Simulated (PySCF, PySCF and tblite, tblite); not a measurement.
# C6H6FN: conformers and averaged spectra, part 2 of 2

PySCF and tblite. Atoms count from 0.

## (7) Boltzmann average: properties at WP04/pcSseg-1 in chloroform

Job settings and geometry (Å):

```
{"job": {"study": "conf", "smiles": "Nc1ccccc1F", "search": {"seed": 6638, "n_embed": 90, "ff_keep": 14, "window": 3.0, "nmax": 8, "temps": [150, 200, 250, 298.15, 400], "t_ref": 298.15, "order": 0.002, "geom": true}, "level": {"nmr": {"xc": "WP04", "basis": "pcSseg-1", "solvent": "chloroform"}, "sp": {"xc": "PBE0", "basis": "def2-TZVP", "solvent": "chloroform"}, "j": {"xc": "B3LYP", "basis": {"default": "pcSseg-1", "H": "pcJ-1", "F": "pcJ-1"}, "nuclei": ["H", "F", "P", "Si", "B"], "top": 4}}, "kind": "conf"}, "charge": 0, "multiplicity": 1}
N      2.263881     0.397783     0.122300
C      0.917809     0.120070     0.044244
C      0.403002    -1.181685    -0.042239
C     -0.971430    -1.411092    -0.063129
C     -1.872193    -0.350478     0.003599
C     -1.381690     0.954557     0.084566
C     -0.016207     1.167312     0.102354
F      0.468559     2.419095     0.163458
H      2.527525     1.352015    -0.084169
H      2.892587    -0.298618    -0.253322
H      1.100874    -2.022001    -0.089793
H     -1.339182    -2.437589    -0.131955
H     -2.948782    -0.530188    -0.010554
H     -2.045431     1.820346     0.132472
```

The log of the run:

```text
conformer  sym    E(xTB)   E(DFT)   G(298.15 K)  weight  dipole/D
    1     C1      0.000    0.000    0.000   1.0000    2.053

mean shielding (ppm) by class
class atoms           150 K      200 K      250 K   298.15 K      400 K
  0 N  0             186.42     186.42     186.42     186.42     186.42
  1 C  1             30.253     30.253     30.253     30.253     30.253
  2 C  2             53.172     53.172     53.172     53.172     53.172
  3 C  3             41.718     41.718     41.718     41.718     41.718
  4 C  4             51.267     51.267     51.267     51.267     51.267
  5 C  5             51.901     51.901     51.901     51.901     51.901
  6 C  6             13.681     13.681     13.681     13.681     13.681
  7 F  7            327.525    327.525    327.525    327.525    327.525
  8 H  8,9           27.813     27.813     27.813     27.813     27.813
  9 H  10            24.968     24.968     24.968     24.968     24.968
 10 H  11            24.669     24.669     24.669     24.669     24.669
 11 H  12            25.026     25.026     25.026     25.026     25.026
 12 H  13            24.649     24.649     24.649     24.649     24.649
```

Run time: 77 s. Hardware: 1 thread of Arm Neoverse V2, shared host. This counts the runs that the step sums up.

The search (ETKDG and KDG, MMFF94s, GFN2-xTB) embedded 90 structures, kept 1 distinct ones after the force field and 1 after xTB; 1 was carried on (window 3.0 kcal/mol at the search's own energies). Energies: PBE0/def2-TZVP in chloroform with D3(BJ).

The conformers at 298 K:

| no. | group | mirror pair | ΔE xTB | ΔE DFT | ΔG | weight (%) | μ (D) | H8–N0–C1–C2 (°) | A, B, C (GHz) |
| --- | --- | --- | --- | --- | --- | --- | --- | --- | --- |
| 1 | C1 | yes | 0.00 | 0.00 | 0.00 | 100.0 | 2.05 | 163 | 3.33, 2.22, 1.33 |

Energies in kcal/mol. ΔG holds xTB vibrations and rotation, symmetry numbers and mirror pairs.

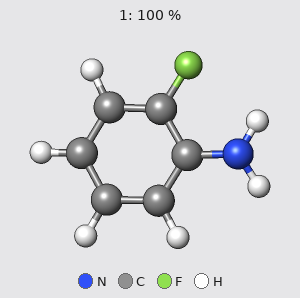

The one conformer.

Shifts against references run at the same level (¹³C TMS 173.1, ¹H TMS 31.55, ¹⁹F CFCl3 180.0, ¹⁵N NH3 249.6 ppm of shielding), by class of atoms, at 298 K:

| atoms | environment | average | measured |
| --- | --- | --- | --- |
| C6 | aromatic carbon bearing fluorine | 159.4 | 151.9 |
| C1 | aromatic carbon bearing nitrogen | 142.9 | – |
| C3 | aromatic CH | 131.4 | – |
| C4 | aromatic CH | 121.8 | – |
| C5 | aromatic CH | 121.2 | – |
| C2 | aromatic CH | 119.9 | – |
| H13 | hydrogen on an aromatic CH | 6.90 | – |
| H11 | hydrogen on an aromatic CH | 6.88 | – |
| H10 | hydrogen on an aromatic CH | 6.58 | – |
| H12 | hydrogen on an aromatic CH | 6.52 | – |
| H8, H9 | hydrogen on an aniline-type nitrogen | 3.73 | – |
| N0 | aniline-type nitrogen | 63.2 | – |
| F7 | aryl fluorine | -147.6 | -135.9 |

Measured: solution, CDCl3; Viesser, Ducati, Tormena, Autschbach, PCCP 2018 (ESI); G. Saielli, R. Bini, A. Bagno, Computational 19F NMR. 2. Organic compounds, RSC Adv. 2014, ESI (exp. from Berger-Braun-Kalinowski 1994 and Everett 1995).

Couplings (Hz, B3LYP/pcJ-1+pcSseg-1; one pair named for each class), from conformers that hold 100 % of the weight:

| pair | bonds | average |
| --- | --- | --- |
| F7–H13 | 3 | 11.9 |
| H12–H13 | 3 | 9.0 |
| H10–H11 | 3 | 8.7 |
| H11–H12 | 3 | 8.3 |
| F7–H10 | 4 | 8.6 |
| F7–H12 | 4 | 4.2 |
| H10–H12 | 4 | 1.1 |
| H11–H13 | 4 | 0.9 |

Effective distances for nuclear Overhauser effects, ⟨r⁻⁶⟩^(−1/6) over all pairs of two classes (Å): H10···H11 2.48; H11···H12 2.50; H12···H13 2.52; H8···H10 2.75.

## (8) Shieldings, conformer 1: PBE0/pcSseg-1

Job settings and geometry (Å):

```
{"job": {"xc": "PBE0", "basis": "pcSseg-1", "grid": 3, "scf": {"conv": 1e-07}, "kind": "nmr", "pop": false}, "charge": 0, "multiplicity": 1}
N      2.263881     0.397783     0.122300
C      0.917809     0.120070     0.044244
C      0.403002    -1.181685    -0.042239
C     -0.971430    -1.411092    -0.063129
C     -1.872193    -0.350478     0.003599
C     -1.381690     0.954557     0.084566
C     -0.016207     1.167312     0.102354
F      0.468559     2.419095     0.163458
H      2.527525     1.352015    -0.084169
H      2.892587    -0.298618    -0.253322
H      1.100874    -2.022001    -0.089793
H     -1.339182    -2.437589    -0.131955
H     -2.948782    -0.530188    -0.010554
H     -2.045431     1.820346     0.132472
```

The log of the run:

```text
final grid: 171720 points
cycle   1  E = -386.3092610896  dE =  1.403e+00  |g| = 5.295e-01  |ddm| = 3.717e+00
cycle   2  E = -386.2722847011  dE =  3.698e-02  |g| = 6.900e-01  |ddm| = 1.039e+00
cycle   3  E = -386.3657150383  dE = -9.343e-02  |g| = 1.088e-01  |ddm| = 6.077e-01
cycle   4  E = -386.3685719634  dE = -2.857e-03  |g| = 3.933e-02  |ddm| = 1.454e-01
cycle   5  E = -386.3689469127  dE = -3.749e-04  |g| = 1.258e-02  |ddm| = 4.777e-02
cycle   6  E = -386.3689816963  dE = -3.478e-05  |g| = 3.191e-03  |ddm| = 1.427e-02
cycle   7  E = -386.3689839483  dE = -2.252e-06  |g| = 7.502e-04  |ddm| = 3.182e-03
cycle   8  E = -386.3689840843  dE = -1.360e-07  |g| = 2.539e-04  |ddm| = 8.732e-04
cycle   9  E = -386.3689841016  dE = -1.729e-08  |g| = 8.194e-05  |ddm| = 3.255e-04
converged SCF energy = -386.3689841016

GIAO shielding tensors (ppm)
atom      isotropic    diamagn.    paramagn.     s11        s22        s33       span
  0 N      201.751     315.196    -113.445    170.281    194.585    240.387     70.106
  1 C       44.423     255.176    -210.754    -25.361      8.992    149.637    174.998
  2 C       66.262     253.397    -187.136    -20.491     58.557    160.720    181.211
  3 C       54.676     253.135    -198.459    -54.050     43.661    174.418    228.469
  4 C       63.177     254.292    -191.115    -35.844     53.169    172.207    208.051
  5 C       64.145     256.525    -192.380    -22.571     49.502    165.504    188.075
  6 C       27.602     249.480    -221.878    -38.711     34.779     86.738    125.449
  7 F      324.791     475.766    -150.975    262.328    302.101    409.944    147.616
  8 H       27.748      31.382      -3.634     19.484     28.391     35.370     15.886
  9 H       28.379      30.535      -2.156     21.272     26.754     37.112     15.840
 10 H       24.597      31.180      -6.583     20.785     24.762     28.245      7.460
 11 H       24.250      29.817      -5.567     21.002     25.208     26.540      5.538
 12 H       24.595      29.819      -5.225     21.230     26.134     26.420      5.190
 13 H       24.210      29.634      -5.424     20.922     24.567     27.140      6.218
```

Wall time 20 s (1 thread of Arm Neoverse V2, shared host); peak memory 0.91 GiB.

Key values: HOMO -6.03 eV, LUMO -0.12 eV; dipole 1.73 D.

## (9) The ensemble: properties at PBE0/pcSseg-1

Job settings and geometry (Å):

```
{"job": {"study": "conf", "smiles": "Nc1ccccc1F", "search": {"seed": 6638, "n_embed": 90, "ff_keep": 14, "window": 3.0, "nmax": 8, "temps": [150, 200, 250, 298.15, 400], "t_ref": 298.15, "order": 0.002, "geom": true}, "level": {"nmr": {"xc": "PBE0", "basis": "pcSseg-1", "grid": 3, "scf": {"conv": 1e-07}}, "change": "PBE0/pcSseg-1; grid level 3; conv 1e-07", "top": 4}, "kind": "conf"}, "charge": 0, "multiplicity": 1}
N      2.263881     0.397783     0.122300
C      0.917809     0.120070     0.044244
C      0.403002    -1.181685    -0.042239
C     -0.971430    -1.411092    -0.063129
C     -1.872193    -0.350478     0.003599
C     -1.381690     0.954557     0.084566
C     -0.016207     1.167312     0.102354
F      0.468559     2.419095     0.163458
H      2.527525     1.352015    -0.084169
H      2.892587    -0.298618    -0.253322
H      1.100874    -2.022001    -0.089793
H     -1.339182    -2.437589    -0.131955
H     -2.948782    -0.530188    -0.010554
H     -2.045431     1.820346     0.132472
```

The log of the run:

```text
conformer  sym    E(xTB)   E(DFT)   G(298.15 K)  weight  dipole/D
    1     C1      0.000    0.000    0.000   1.0000    1.730

mean shielding (ppm) by class
class atoms           150 K      200 K      250 K   298.15 K      400 K
  0 N  0            201.751    201.751    201.751    201.751    201.751
  1 C  1             44.423     44.423     44.423     44.423     44.423
  2 C  2             66.262     66.262     66.262     66.262     66.262
  3 C  3             54.676     54.676     54.676     54.676     54.676
  4 C  4             63.177     63.177     63.177     63.177     63.177
  5 C  5             64.145     64.145     64.145     64.145     64.145
  6 C  6             27.602     27.602     27.602     27.602     27.602
  7 F  7            324.791    324.791    324.791    324.791    324.791
  8 H  8,9           28.064     28.064     28.064     28.064     28.064
  9 H  10            24.597     24.597     24.597     24.597     24.597
 10 H  11             24.25      24.25      24.25      24.25      24.25
 11 H  12            24.595     24.595     24.595     24.595     24.595
 12 H  13             24.21      24.21      24.21      24.21      24.21
```

Run time: 20 s. Hardware: 1 thread of Arm Neoverse V2, shared host. This counts the runs that the step sums up.

Against the first level, at 298 K (shifts, ppm; largest changes first):

| atoms | WP04/pcSseg-1 in chloroform | PBE0/pcSseg-1 | change |
| --- | --- | --- | --- |
| C1 | 142.9 | 140.0 | -2.9 |
| C6 | 159.4 | 156.8 | -2.6 |
| C2 | 119.9 | 118.1 | -1.8 |
| C3 | 131.4 | 129.7 | -1.7 |
| C5 | 121.2 | 120.3 | -1.0 |
| N0 | 63.2 | 63.9 | +0.7 |
| C4 | 121.8 | 121.2 | -0.6 |
| H8, H9 | 3.73 | 3.20 | -0.53 |
| H13 | 6.90 | 7.06 | +0.16 |
| H12 | 6.52 | 6.67 | +0.15 |

Weights: from PBE0/def2-TZVP in chloroform energies 1: 100 %; from PBE0/pcSseg-1 energies 1: 100 % (with a dispersion term where the level has one and the same thermal terms, so they don't follow from the SCF energies alone). Times: 77 s and 20 s.

## (10) Outcome

What follows sums up all 2 parts.

```
                                         quantity                                                 value
                                       conformers  1; the first in weight is no. 1 (C1), 100 % at 298 K
                          root-mean-square dipole                                                2.05 D
averaged ¹³C shifts (WP04/pcSseg-1 in chloroform)          159.4, 142.9, 131.4, 121.8, 121.2, 119.9 ppm
 averaged ¹H shifts (WP04/pcSseg-1 in chloroform)                      6.90, 6.88, 6.58, 6.52, 3.73 ppm
averaged ¹⁹F shifts (WP04/pcSseg-1 in chloroform)                                            -147.6 ppm
```

The search found one conformer in the window, so the averages are its own values. Against 1 measured ¹³C shift the average misses by 7.5 ppm. Against 1 measured ¹⁹F shift the average misses by 11.7 ppm. Vibration is missing from the shifts, so part of that gap is not the functional's. Protons on O, N, S or Se exchange and bind to solvent, so their values hold for the lone molecule only. Between WP04/pcSseg-1 in chloroform and PBE0/pcSseg-1, C1 changes most, by 2.9 ppm.
